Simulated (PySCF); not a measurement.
Geometry relaxation of C2H7OPSi

System: C2H7OPSi.
Method: PBE0-D3(BJ)/def2-SVP geometry optimisation, gas phase (PySCF 2.14.0).

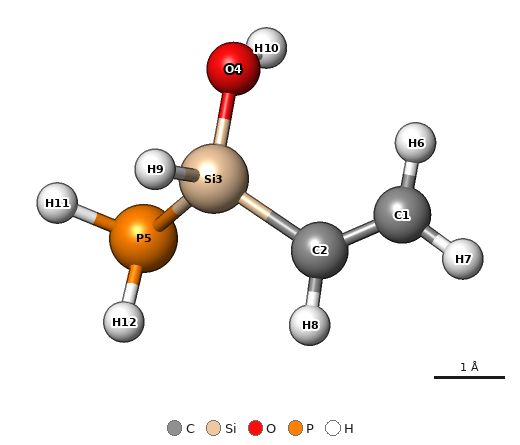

The input geometry (ball-and-stick view, seen at a tilt; atoms are numbered from 1 in the order of the input).

## Key numbers

- outcome: converged
- total energy: −785.778858 hartree
- dipole moment: 1.02 D
- point group: C1
- hardware: 1 CPU thread, shared host
- wall time: 42 s
- peak memory: 0.46 GiB

## Input
```
{"job": {"xc": "PBE0", "basis": "def2-SVP", "d3": "d3bj", "grid": 1, "shake": 0.01, "kind": "geom"}, "charge": 0, "multiplicity": 1}
C     -2.130210     0.147280     0.478180
C     -1.085850     0.541900    -0.211110
Si     0.676640     0.168330     0.299900
O      0.825890    -0.894310     1.530210
P      1.698480    -0.702270    -1.525690
H     -2.066260    -0.367720     1.397480
H     -3.147720     0.391170     0.152280
H     -1.207540     1.100680    -1.137080
H      1.352550     1.330570     0.935770
H      0.554490    -1.817080     1.435340
H      2.975340    -0.383260    -1.101730
H      1.593880     0.456440    -2.262580
```

The first line tells a small driver script what to run in PySCF; the rest is the geometry in Å.

Run as:
```bash
OMP_NUM_THREADS=1 python <driver script> task.json out
```

## Log
```
step   0  E = -785.77136865  max force = 0.033945
step   1  E = -785.77757670  max force = 0.015176
step   2  E = -785.77841509  max force = 0.003524
step   3  E = -785.77858462  max force = 0.004029
step   4  E = -785.77868082  max force = 0.001098
step   5  E = -785.77877954  max force = 0.001736
step   6  E = -785.77882372  max force = 0.001463
step   7  E = -785.77885190  max force = 0.000453
step   8  E = -785.77885785  max force = 0.000329
optimisation converged
```

## Trajectory as extended XYZ (Å, eV, eV/Å), 9 frames, from step=0 to step=8
```
12
Properties=species:S:1:pos:R:3:forces:R:3 step=0 energy=-21381.92804
C    -2.1302    0.1473    0.4782   -1.6428   0.5657  -0.5694
C    -1.0858    0.5419   -0.2111    1.7455   0.1695  -0.4044
Si    0.6766    0.1683    0.2999    0.1045   0.5830  -0.4920
O     0.8259   -0.8943    1.5302   -0.2550  -1.2572   0.9135
P     1.6985   -0.7023   -1.5257   -0.7674  -1.0725   0.2840
H    -2.0663   -0.3677    1.3975    0.2645  -0.8622   1.3166
H    -3.1477    0.3912    0.1523   -0.0674  -0.0592  -0.0193
H    -1.2075    1.1007   -1.1371   -0.2361   0.1733  -0.2928
H     1.3525    1.3306    0.9358    0.0115   0.2925  -0.3250
H     0.5545   -1.8171    1.4353    0.0540   0.3114  -0.0666
H     2.9753   -0.3833   -1.1017    0.9977   0.1480   0.3862
H     1.5939    0.4564   -2.2626   -0.2090   1.0076  -0.7307
12
Properties=species:S:1:pos:R:3:forces:R:3 step=1 energy=-21382.09697
C    -2.1612    0.0791    0.5006    0.1934  -0.1631   0.2261
C    -1.0957    0.4966   -0.1945   -0.0920   0.0440  -0.0198
Si    0.6695    0.1958    0.3270   -0.0611  -0.0754  -0.1540
O     0.7432   -0.9296    1.5634    0.1138   0.7804   0.1150
P     1.7543   -0.6328   -1.4901    0.1946   0.1404  -0.0581
H    -2.0524   -0.4734    1.4481    0.0335   0.0748  -0.1954
H    -3.1853    0.2645    0.1693   -0.1108   0.0483  -0.0463
H    -1.2726    1.0526   -1.1259   -0.0149   0.0085  -0.0043
H     1.2830    1.4772    0.7805    0.0295  -0.1158   0.1888
H     0.6669   -1.8373    1.2867   -0.0716  -0.5383  -0.1421
H     3.0691   -0.2960   -1.0122   -0.1995  -0.0316  -0.0511
H     1.6172    0.5835   -2.2485   -0.0149  -0.1721   0.1409
12
Properties=species:S:1:pos:R:3:forces:R:3 step=2 energy=-21382.11978
C    -2.1239    0.0638    0.4995   -0.0521  -0.0519  -0.0214
C    -1.1054    0.5334   -0.2292    0.0639  -0.0169   0.0063
Si    0.6532    0.2116    0.3028    0.0588   0.0407  -0.1812
O     0.7016   -0.8897    1.5565    0.0103   0.0072   0.0108
P     1.7517   -0.6483   -1.4902    0.0353   0.0034   0.0276
H    -1.9329   -0.5222    1.4069   -0.0454   0.0338   0.0015
H    -3.1734    0.2311    0.2317    0.0075  -0.0052  -0.0063
H    -1.3076    1.1067   -1.1453   -0.0452   0.0124   0.0747
H     1.2852    1.4627    0.8069    0.0283  -0.0280   0.0609
H     0.6051   -1.8117    1.2970   -0.0258   0.0215   0.0300
H     3.0507   -0.3204   -0.9906   -0.0176   0.0025  -0.0127
H     1.6318    0.5631   -2.2416   -0.0180  -0.0195   0.0097
12
Properties=species:S:1:pos:R:3:forces:R:3 step=3 energy=-21382.12439
C    -2.1351    0.0562    0.4919   -0.0392  -0.0033  -0.0477
C    -1.1001    0.5333   -0.2094    0.0362   0.0102  -0.0319
Si    0.6690    0.2150    0.2972   -0.0305   0.0033   0.0118
O     0.7255   -0.8714    1.5626    0.0032  -0.2072  -0.0107
P     1.7530   -0.6572   -1.4970   -0.0459  -0.0398   0.0356
H    -1.9825   -0.5423    1.3959    0.0300  -0.0124   0.0396
H    -3.1761    0.2400    0.1992    0.0335  -0.0073   0.0039
H    -1.3072    1.1237   -1.1118   -0.0103   0.0353   0.0018
H     1.3132    1.4527    0.8187    0.0071   0.0203  -0.0288
H     0.6099   -1.7984    1.3208   -0.0127   0.1449   0.0586
H     3.0515   -0.3183   -1.0128    0.0393   0.0223   0.0116
H     1.6149    0.5469   -2.2507   -0.0106   0.0336  -0.0438
12
Properties=species:S:1:pos:R:3:forces:R:3 step=4 energy=-21382.12701
C    -2.1254    0.0508    0.4874   -0.0128  -0.0011  -0.0248
C    -1.0960    0.5425   -0.2121    0.0181   0.0049  -0.0087
Si    0.6699    0.2164    0.2981   -0.0101   0.0128   0.0315
O     0.7165   -0.8689    1.5666    0.0133  -0.0564  -0.0127
P     1.7493   -0.6615   -1.4945   -0.0097  -0.0228   0.0233
H    -1.9611   -0.5505    1.3883    0.0078  -0.0140   0.0127
H    -3.1683    0.2271    0.2002    0.0060   0.0009   0.0037
H    -1.3072    1.1434   -1.1068   -0.0027   0.0148   0.0018
H     1.3214    1.4515    0.8184    0.0036   0.0052  -0.0247
H     0.5821   -1.7930    1.3325   -0.0208   0.0326   0.0183
H     3.0491   -0.3150   -1.0156    0.0175   0.0126  -0.0026
H     1.6056    0.5374   -2.2581   -0.0102   0.0106  -0.0179
12
Properties=species:S:1:pos:R:3:forces:R:3 step=5 energy=-21382.12970
C    -2.1121    0.0406    0.4752    0.0269  -0.0100  -0.0021
C    -1.0845    0.5602   -0.2071   -0.0226  -0.0034   0.0038
Si    0.6776    0.2213    0.3046   -0.0031  -0.0128   0.0517
O     0.7103   -0.8598    1.5792    0.0280   0.0893  -0.0127
P     1.7415   -0.6744   -1.4863    0.0322   0.0010   0.0015
H    -1.9418   -0.5844    1.3598   -0.0151   0.0090  -0.0069
H    -3.1553    0.2164    0.1915   -0.0151  -0.0006  -0.0001
H    -1.2985    1.1838   -1.0855    0.0138   0.0107   0.0066
H     1.3461    1.4512    0.8158   -0.0041  -0.0055  -0.0109
H     0.5322   -1.7783    1.3612   -0.0237  -0.0616  -0.0252
H     3.0460   -0.3060   -1.0326   -0.0106  -0.0004  -0.0159
H     1.5743    0.5096   -2.2715   -0.0065  -0.0156   0.0102
12
Properties=species:S:1:pos:R:3:forces:R:3 step=6 energy=-21382.13090
C    -2.1072    0.0357    0.4648    0.0195   0.0032   0.0021
C    -1.0759    0.5697   -0.2006   -0.0258  -0.0030   0.0077
Si    0.6843    0.2226    0.3120   -0.0032  -0.0163   0.0377
O     0.7122   -0.8551    1.5891    0.0183   0.0752  -0.0058
P     1.7390   -0.6849   -1.4786    0.0282   0.0046  -0.0044
H    -1.9438   -0.6014    1.3421   -0.0088   0.0023  -0.0141
H    -3.1486    0.2138    0.1759   -0.0133   0.0019   0.0025
H    -1.2861    1.2103   -1.0678    0.0165  -0.0017   0.0005
H     1.3613    1.4503    0.8157   -0.0019  -0.0028  -0.0002
H     0.5068   -1.7699    1.3782   -0.0126  -0.0454  -0.0255
H     3.0457   -0.2969   -1.0488   -0.0129  -0.0023  -0.0107
H     1.5483    0.4861   -2.2777   -0.0040  -0.0157   0.0103
12
Properties=species:S:1:pos:R:3:forces:R:3 step=7 energy=-21382.13167
C    -2.1071    0.0353    0.4534    0.0190  -0.0004   0.0083
C    -1.0684    0.5759   -0.1946   -0.0191   0.0042  -0.0054
Si    0.6899    0.2222    0.3213   -0.0036  -0.0076   0.0010
O     0.7161   -0.8523    1.5996   -0.0013   0.0233   0.0072
P     1.7389   -0.6956   -1.4688    0.0106   0.0025  -0.0004
H    -1.9530   -0.6156    1.3219   -0.0100   0.0009  -0.0028
H    -3.1461    0.2208    0.1594   -0.0012   0.0003  -0.0006
H    -1.2693    1.2295   -1.0542    0.0115   0.0015  -0.0025
H     1.3714    1.4497    0.8183   -0.0011  -0.0021   0.0063
H     0.4931   -1.7641    1.3903    0.0025  -0.0142  -0.0120
H     3.0461   -0.2875   -1.0615   -0.0051  -0.0002  -0.0025
H     1.5242    0.4618   -2.2807   -0.0022  -0.0081   0.0033
12
Properties=species:S:1:pos:R:3:forces:R:3 step=8 energy=-21382.13183
C    -2.1072    0.0375    0.4483   -0.0169   0.0099  -0.0092
C    -1.0655    0.5780   -0.1947    0.0064  -0.0060   0.0094
Si    0.6909    0.2209    0.3255    0.0032   0.0049  -0.0168
O     0.7154   -0.8525    1.6040   -0.0136  -0.0129   0.0090
P     1.7414   -0.7008   -1.4625   -0.0003  -0.0018   0.0057
H    -1.9626   -0.6171    1.3155    0.0131   0.0023  -0.0025
H    -3.1443    0.2274    0.1501   -0.0026   0.0006  -0.0010
H    -1.2599    1.2353   -1.0530   -0.0007  -0.0028   0.0008
H     1.3720    1.4487    0.8222    0.0023  -0.0013   0.0062
H     0.4915   -1.7640    1.3921    0.0095   0.0064  -0.0003
H     3.0474   -0.2830   -1.0627    0.0015   0.0018   0.0011
H     1.5167    0.4498   -2.2805   -0.0018  -0.0012  -0.0024
```

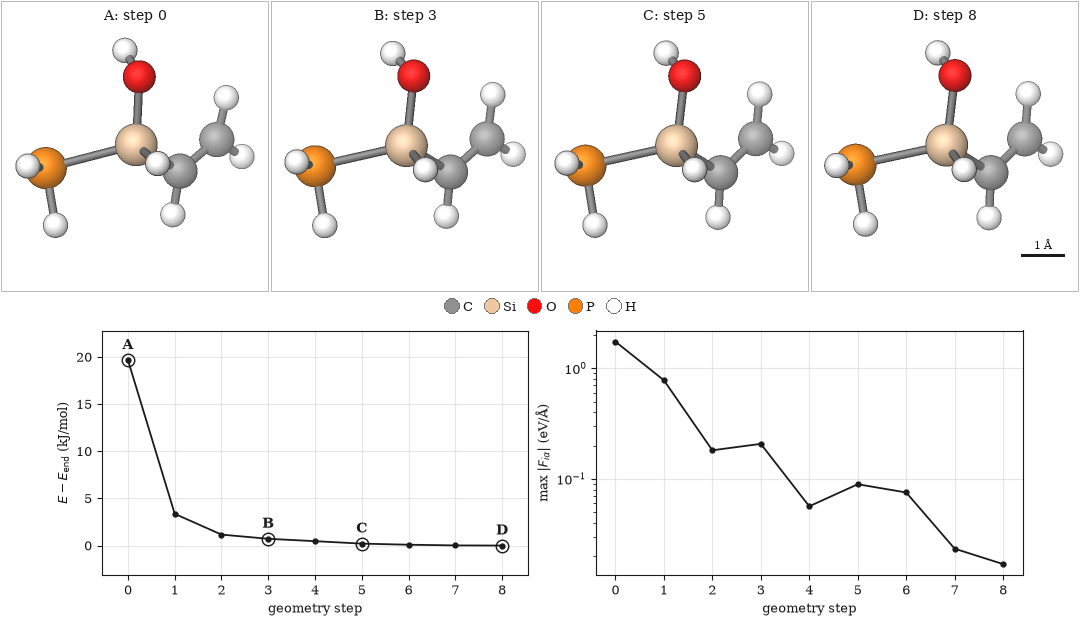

Frames of the relaxation (ball-and-stick view, seen at a tilt) above the curves, on which the letters mark them (steps are counted from 0).

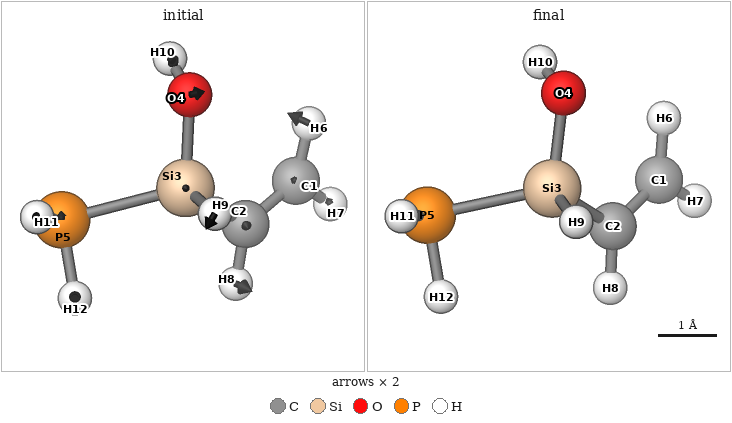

Before (left) and after (right) the relaxation, at one scale (ball-and-stick view, seen at a tilt). The black arrows give the displacements, magnified 2 times. The largest move after the best rigid fit is that of H6, 0.22 Å. Largest moves by element: H 0.22 Å, O 0.15 Å, C 0.08 Å, P 0.08 Å, Si 0.04 Å. Among the contacts that change: P5–H11 1.383 → 1.428 Å, C1–H6 1.056 → 1.096 Å, Si3–O4 1.633 → 1.670 Å, C1–C2 1.312 → 1.338 Å. Among the angles that change: O4–Si3–H9 98.3° → 105.5°, Si3–O4–H10 121.5° → 115.9°, C2–Si3–O4 114.9° → 110.5°. Over 8 geometry steps the energy falls by 19.7 kJ/mol. Largest force component: 1.7 eV/Å at the start, 0.017 eV/Å at the end. (Atoms are counted from 1 in the order of the input.)
